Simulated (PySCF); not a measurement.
## Electronic structure of C4H13NOSi in real space

Input file:

```
{"job": {"kind": "uv", "xc": "CAM-B3LYP", "basis": "def2-SVPD", "ip": true}, "charge": 0, "multiplicity": 1}
C     -0.767684    -0.156345    -1.281457
C     -0.709065     0.184586     0.209931
C     -1.589762     1.403634     0.499478
C     -1.184047    -1.006644     1.045807
Si     1.068003     0.644085     0.684556
N      2.072906    -0.727350     0.357179
O      1.637710     1.951452    -0.185851
H     -0.441013     0.695281    -1.900359
H     -0.124608    -1.014813    -1.531886
H     -1.799468    -0.407243    -1.585602
H     -2.634855     1.207741     0.200700
H     -1.593506     1.658003     1.571772
H     -1.241507     2.291844    -0.051168
H     -1.099646    -0.808772     2.127288
H     -0.613704    -1.924567     0.827758
H     -2.245148    -1.230426     0.835164
H      1.091767     1.140143     2.094302
H      1.677553    -1.658756     0.417505
H      3.043349    -0.734757     0.651354
H      1.907821     1.739104    -1.084543
```

Launched as:

```sh
OMP_NUM_THREADS=1 python probes_run.py task.json out
```

Geometry: PBE0-D3(BJ)/def2-SVP.

These are results of CAM-B3LYP/def2-SVPD, SCF density, gas phase in PySCF, not measurements.

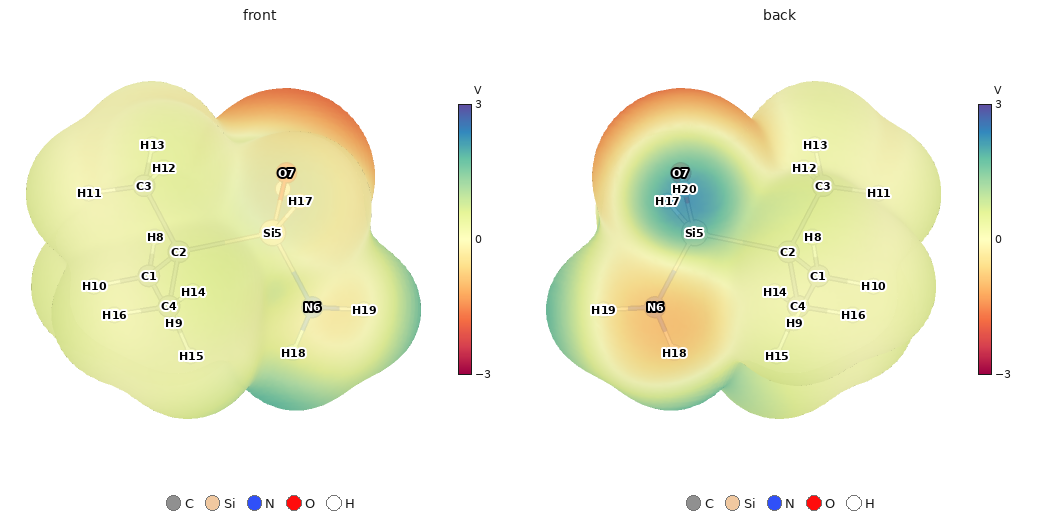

Figure 1. The molecular electrostatic potential painted on the density surface at 0.002 e/bohr³, seen from the front and from behind; the colour scale runs from red (negative) to blue (positive).

Where is the surface potential most negative and most positive?

Answer. The most negative region (about −1.6 V, or −37 kcal/mol for a unit charge) lies over O7, the most positive (about +2.2 V, or +51 kcal/mol for a unit charge) over H20. O7 is the likeliest acceptor of a hydrogen bond.

How polar is the molecule by this calculation?

Answer. Its dipole moment is 2.04 D.

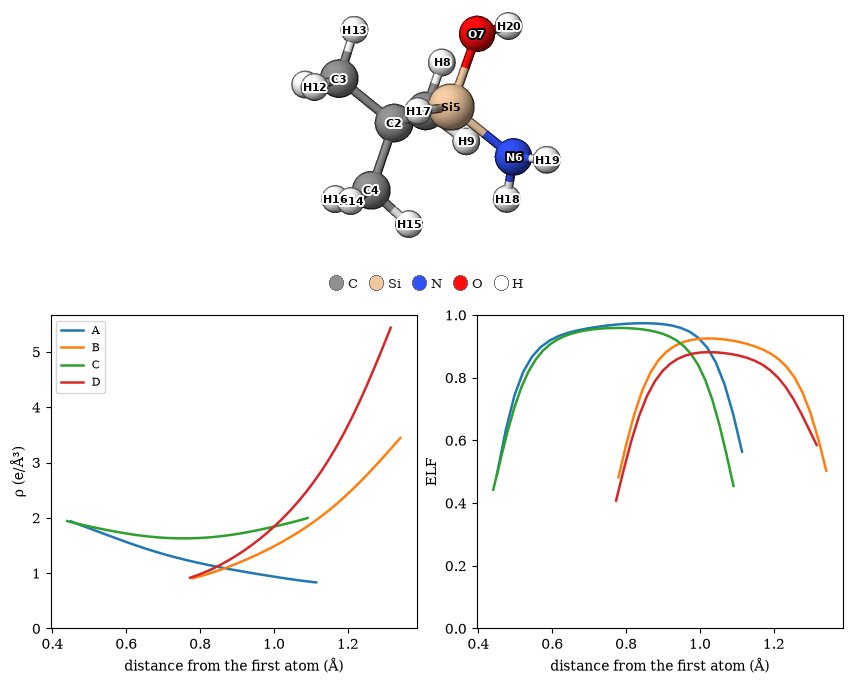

Figure 2. Electron density and ELF along straight lines between neighbouring atoms. The curves leave out the atomic cores. The structure is drawn too.

Which curve belongs to which contact (C–C, C–Si, Si–N and Si–O)? The first atom named is at distance zero.

Answer. Curve A: C–Si (1.90 Å): ρ is about 0.99 e/Å³ halfway; the ELF peaks at about 1 between the atoms, as expected for localised, covalent bonding. Curve B: Si–N (1.73 Å): ρ is about 1.1 e/Å³ halfway; the ELF peaks at about 0.95 between the atoms: a polar covalent bond. Curve C: C–C (1.53 Å): ρ at the midpoint is about 1.6 e/Å³; the ELF peaks at about 0.95 between the atoms (a shared electron pair). Curve D: Si–O (1.67 Å): ρ at the midpoint is about 1.1 e/Å³; the ELF peaks at about 0.90 between the atoms (a shared but strongly polarised pair).
